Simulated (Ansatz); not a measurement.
# From PBE to G0W0: SiO2 (P3_221)

How far does one-shot GW move the PBE gap of SiO2 (P3_221)?

Main program and level: Ansatz 0.2.0; PBE, then G0W0 on it, plane waves, PAW.

**1. Starting point**

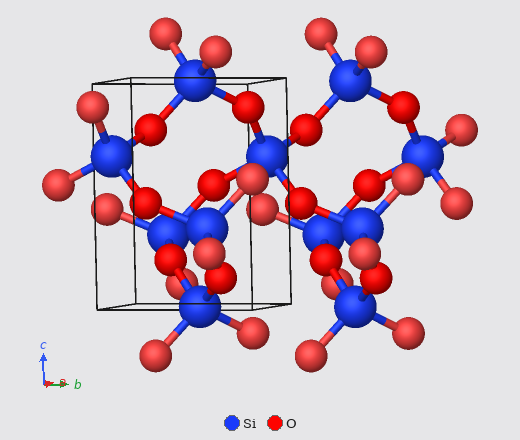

Start, viewed slightly off an axis; silicon blue, oxygen red. 1×2×1 cells are drawn. Some periodic images of atoms are drawn too.

The cell and positions come from the Crystallography Open Database and are kept as given unless a step says otherwise.

**2. Bands along the symmetry lines**

Levels along a band path and on the mesh show where this functional puts the band edges.

This step: DFT, PBE, plane waves, PAW; PAW set soft_1.

input.yaml

```yaml
crystal:
  lattice:
    - [4.91636, 0.0, 0.0]
    - [-2.45818, 4.2576926541, 0.0]
    - [0.0, 0.0, 5.4084]
  atoms:
    - { symbol: Si, position: [0.46973, 0.0, 0.6666666667] }
    - { symbol: Si, position: [0.0, 0.46973, 0.3333333333] }
    - { symbol: Si, position: [0.53027, 0.53027, 0.0] }
    - { symbol: O, position: [0.41354, 0.26758, 0.78558] }
    - { symbol: O, position: [0.73242, 0.14596, 0.4522466667] }
    - { symbol: O, position: [0.85404, 0.58646, 0.1189133333] }
    - { symbol: O, position: [0.26758, 0.41354, 0.21442] }
    - { symbol: O, position: [0.14596, 0.73242, 0.5477533333] }
    - { symbol: O, position: [0.58646, 0.85404, 0.8810866667] }
kpoints:
  mp_grid: { grid: [6, 6, 4] }
  band_path:
    path:
      - [[0.0, 0.0, 0.0], [0.5, 0.0, 0.0], [0.33333333, 0.33333333, 0.0], [0.0, 0.0, 0.0], [0.0, 0.0, 0.5], [0.5, 0.0, 0.5], [0.33333333, 0.33333333, 0.5], [0.0, 0.0, 0.5]]
      - [[0.5, 0.0, 0.5], [0.5, 0.0, 0.0]]
      - [[0.33333333, 0.33333333, 0.5], [0.33333333, 0.33333333, 0.0]]
    npoints: 10
hamiltonian:
  xc: pbe
  pseudopotentials: { kind: paw, azcp: { folder: soft_1 } }
scf:
  occupations: { method: fermi_dirac, width: 0.02 }
  n_extra_bands: 7
output:
  eigenvalues: true
  write_density: true
  write_potential: true
  elf: true
  volumetric_format: npy
```

The run is started by

```sh
> ansatz run input.yaml --threads 3 --pin off --max-ram 92160MiB --backend cuda --events-out ev --progress --plain --runs-dir out --devices 1 --max-vram 13GiB
```

Numbers of over 12 decimals in the logs are rounded to 6 here.

The program printed:

```text
scf.n_extra_bands = 7 over 24 filled bands (N_el = 48.0): the run solves 31 bands
GPUs: using 1 of 1 available (devices: 1).
Engine: ansatz 0.2.0, x86_64-unknown-linux-gnu
Pseudopotentials: kind: paw
Pseudopotential: Si, paw, valence charge 4, recommended cutoff 420 eV (normal), soft_1/Si.paw.azcp
Pseudopotential: O, paw, valence charge 6, recommended cutoff 420 eV (normal), soft_1/O.paw.azcp
Functional definition: PBE
  parameter kappa = 0.804
  parameter beta = 0.066725
  exchange = pbe_x(kappa = kappa, mu = beta*pi^2/3)
  correlation = pbe_c(beta = beta)
device memory: the entry about to start is reckoned to put 1.6 GiB on a device that reports 59.6 GiB free (of which the cap on the GPU budget leaves the run 13.0 GiB)
GPU FFT provider: cuFFT
GPU libraries: cuBLAS 13.8.2, cuFFT 12.4.0, cuSOLVER 12.3.4
Crystal: 9 atoms, lattice volume = 113.211 Å³
Basis set: ecut = 420 eV, 2209 PW (Γ)
Bands: 31, of which v1, the nominal top of the filled ones, is band 24 counted from 1 (23 counted from 0)
Symmetry: 6 space group operations
Space group: P3221 (ITA 154), of the structure as read, at distance tolerance 4.8e-5 Å
k-points: 24 of 144 (time reversal used)
Non-local potential: Si, projectors of the file, l = 0: 2, l = 1: 2, l = 2: 1
Non-local potential: O, projectors of the file, l = 0: 2, l = 1: 2, l = 2: 1
PAW form: soft (Blöchl's): semilocal exchange-correlation on the pseudo side does not see the compensation charge
PAW one-centre angular grid: Si, 110 points (default); XC on 64 Gauss nodes
PAW one-centre angular grid: O, 110 points (default); XC on 64 Gauss nodes
Initial density: superposition of atomic densities (chi_scale 0.1, normalization cell, long waves kept (reshape's long-wave potential 0.01 eV rms))
Initial wavefunctions: pseudopotential atomic-orbital guess
GPU buffer pool allocated for 51840 grid points (all kernels)
GPU transforms: local potential and band sums: pruned to the plane-wave sphere, on 36×36×40
Functional: x = pbe(κ = 0.804, μ = 0.219515), c = pbe(β = 0.066725)
SCF iter   1: F=—  HF=-5327.299594 eV  |F-HF|=—  |Δ(HF+E_count)|=         —  Δρ=1.35e-1  dr2=1.83e1  ethr=3.10e-3  ⟨swp⟩=7.2  Hψ=3909  notcnv=0
preconditioner: auto → Resta (q_TF=auto, 2.365 Å⁻¹)  ε∞=2.8  [insulator: Δε(μ)=7.394 eV  Ē_g=17.815 eV  σ=0.020 eV  W_gap=1.00  n_scr=22 (ndim 8)  ℏωp=24.2 eV  f_vac=0.003  D(μ)=0.00/eV (n_scr^D=0)  ε∞_Penn≈2.8]
SCF iter   2: F=—  HF=-5322.197842 eV  |F-HF|=—  |Δ(HF+E_count)|=    5.10e0  Δρ=4.37e-2  dr2=9.54e-1  ethr=3.10e-3  ⟨swp⟩=4.5  Hψ=2136  notcnv=0  defer=24
SCF iter   3: F=—  HF=-5322.142531 eV  |F-HF|=—  |Δ(HF+E_count)|=   5.53e-2  Δρ=2.16e-2  dr2=2.90e-1  ethr=1.99e-3  ⟨swp⟩=2.0  Hψ=864  notcnv=0  defer=24
SCF iter   4: F=—  HF=-5322.162224 eV  |F-HF|=—  |Δ(HF+E_count)|=   1.97e-2  Δρ=1.69e-3  dr2=2.97e-3  ethr=6.05e-4  ⟨swp⟩=3.0  Hψ=1439  notcnv=0  defer=24
SCF iter   5: F=—  HF=-5322.166889 eV  |F-HF|=—  |Δ(HF+E_count)|=   4.66e-3  Δρ=4.81e-4  dr2=2.11e-4  ethr=6.19e-6  ⟨swp⟩=3.2  Hψ=1508  notcnv=0  defer=24
SCF iter   6: F=—  HF=-5322.166980 eV  |F-HF|=—  |Δ(HF+E_count)|=   9.11e-5  Δρ=5.84e-5  dr2=4.22e-6  ethr=4.39e-7  ⟨swp⟩=2.0  Hψ=1289  notcnv=0  defer=24
SCF iter   7: F=—  HF=-5322.167110 eV  |F-HF|=—  |Δ(HF+E_count)|=   1.30e-4  Δρ=1.54e-5  dr2=1.66e-7  ethr=8.79e-9  ⟨swp⟩=2.0  Hψ=1324  notcnv=0  defer=24
SCF iter   8: F=-5322.167110 eV  HF=-5322.167110 eV  |F-HF|=5.49e-9  |Δ(HF+E_count)|=   1.83e-7  Δρ=1.57e-6  dr2=2.72e-9  ethr=2.08e-10  ⟨swp⟩=12.2  Hψ=3150  notcnv=0
SCF 1 converged in 8 iterations: F = -5322.167110 eV  dr2 = 2.72e-9
  greatest PAW one-centre occupation: 0.861 electrons in one spin orbital (limit 2), on the O atom at site 8 (counted from 0), in its partial waves of l = 0
device memory: the entry about to start is reckoned to put 1.8 GiB on a device that reports 59.6 GiB free (of which the cap on the GPU budget leaves the run 13.0 GiB)
NSCF: frozen V_eff on 93 k-points
SCF converged after 8 iterations
Free energy (F): -5322.167110 eV
Harris-Foulkes:  -5322.167110 eV  (|F-HF|=5.49e-9)
Internal energy: -5322.167110 eV  (E = F + TS)
E sigma→0 (E₀):  -5322.167110 eV
Fermi energy:    5.521419 eV
--- Per-component energies (eV) ---
  E_band       = -206.884705
  E_kinetic    = 1169.978641
  E_local      = -2935.001265  (includes V_loc(G=0)·N_el)
  E_nonlocal   = 381.266176
  E_hartree    = 1074.941293
  E_xc         = -603.969384
  E_vxc        = -698.103961  (∫ρ·V_xc dr)
  E_paw        = -2519.089938  (= ΣΔE_a)
  E_vpaw       = -274.911288  (= ΣTr[D̂ρ^β])
  E_aug_tail   = 0.005008  (compensation charges beyond the density's cutoff)
  E_ewald      = -1890.297640
  E_smearing   = -0.000000  (= −TS)
  E_closure    = 0.000000  (closes the sum)
  Σ components = -5322.167110   (vs F -5322.167110, Δ=0.00e0)
--- Band table (eV; the first three rows and the last of 24) ---
  k-point 0: bands = [... 20 lower, 1.5021, 1.8187, 2.1901, 2.1901, 8.4978, 11.8261, 11.8261, 12.2813, ... 3 higher]
  k-point 1: bands = [... 20 lower, 1.4313, 1.9706, 2.2799, 2.4090, 9.0967, 11.6629, 11.7570, 11.7824, ... 3 higher]
  k-point 2: bands = [... 20 lower, 1.3000, 2.2895, 2.2895, 2.4143, 10.4511, 10.4511, 11.5718, 12.2626, ... 3 higher]
  k-point 23: bands = [... 20 lower, 1.5720, 1.7429, 1.9221, 1.9221, 11.5195, 12.3043, 12.3043, 12.6081, ... 3 higher]
```

Run time: 8.5 s. Hardware: 1 × NVIDIA H100 80GB HBM3 (shared by 6 runs) with 3 threads of AMD EPYC 7R13 (Zen 3), shared host; peak memory 0.9 GiB.

Reading the cycles: dr2 is the Hartree energy of the density residual (eV), the measure of convergence; HF is the Harris–Foulkes estimate of the energy, which meets the free energy F at convergence.

Numbers from this step:

* filled bands: 24
* gap: 5.993 eV
* valence top at: K
* conduction bottom at: Γ
* least direct gap: 6.286 eV

Over mesh and path the gap is 5.993 eV, from k = (0.333, 0.333, 0.000) to k = Γ. The least direct gap found is 6.286 eV, at k = (0.000, 0.000, 0.050).

The electronic bands at the labelled points (eV, zero at the top of the highest nominally filled band):

```csv
point,band 21,band 22,band 23,band 24,band 25,band 26,band 27,band 28
Γ,-1.00,-0.69,-0.31,-0.31,5.99,9.32,9.32,9.78
M,-1.03,-0.78,-0.27,-0.04,8.26,9.00,9.72,9.74
K,-1.22,-0.43,-0.43,0.00,8.92,8.92,9.42,10.38
Γ,-1.00,-0.69,-0.31,-0.31,5.99,9.32,9.32,9.78
A,-1.21,-0.22,-0.22,-0.09,7.95,7.95,9.07,9.76
L,-0.88,-0.84,-0.60,-0.19,8.92,9.40,9.68,9.84
H,-0.93,-0.76,-0.58,-0.58,9.01,9.80,9.80,10.10
A,-1.21,-0.22,-0.22,-0.09,7.95,7.95,9.07,9.76
jump to L,-0.88,-0.84,-0.60,-0.19,8.92,9.40,9.68,9.84
M,-1.03,-0.78,-0.27,-0.04,8.26,9.00,9.72,9.74
jump to H,-0.93,-0.76,-0.58,-0.58,9.01,9.80,9.80,10.10
K,-1.22,-0.43,-0.43,0.00,8.92,8.92,9.42,10.38
```

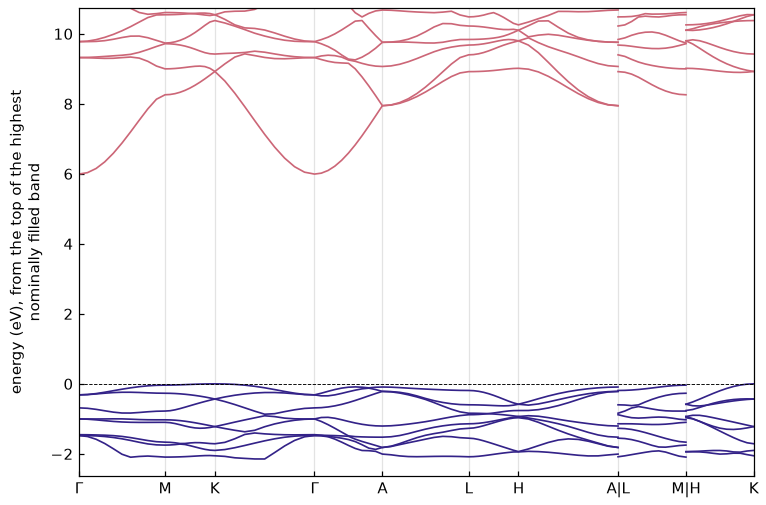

Electronic bands along the path; lines of filled and empty bands in two colours.

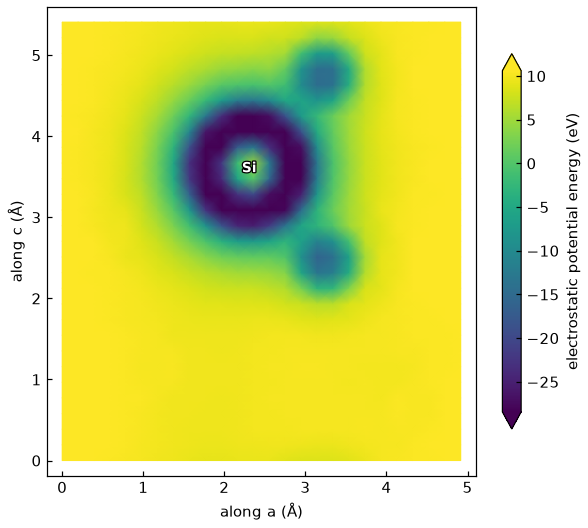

Electrostatic potential energy in the ac plane at fractional y = 0.000, with atoms of Si within 0.2 Å of it. With pseudopotentials it is smooth inside the atoms' cores, unlike the true potential.

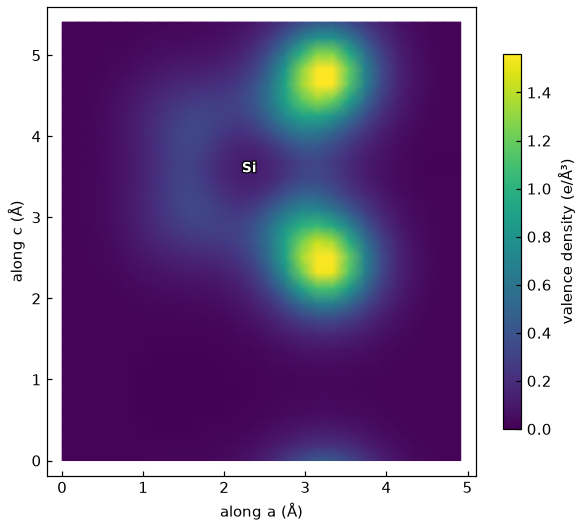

Valence density in the ac plane at fractional y = 0.000, with atoms of Si within 0.2 Å of it. It is the smooth field of the valence electrons, not physical close to the nuclei.

(Continued in part 2 of 2.)

[Paths, hosts, dates, memory and timing lines, banners, echoed tables and standing remarks are left out of the program output.]

[Logs are printed without paths, hosts, clocks, repeated set-up lines and the standing remarks that a program may print on its own settings, such as how far it seeks lower states.]

[Runs of the session that timed out or met a known fault of the program may be left out.]

[Cells called generated may have been cut or substituted from an entry of the Crystallography Open Database or the Materials Project.]

[Hosts, paths, dates, database ids (printed as entryN), source tags and the programs' standing remarks are cut or masked in the printed files.]

[Where an RPA ε∞ is given, it is that of the G0W0 mesh and is not shown converged in it. Names of k-points follow the symmetry that the program found, which can be lower than the space group named. Band edges on a path are those of the sampled points; other points can move an edge, and change direct to indirect where valleys lie close.]

[Hybrid gaps are those of their k-mesh and are not shown converged in it.]
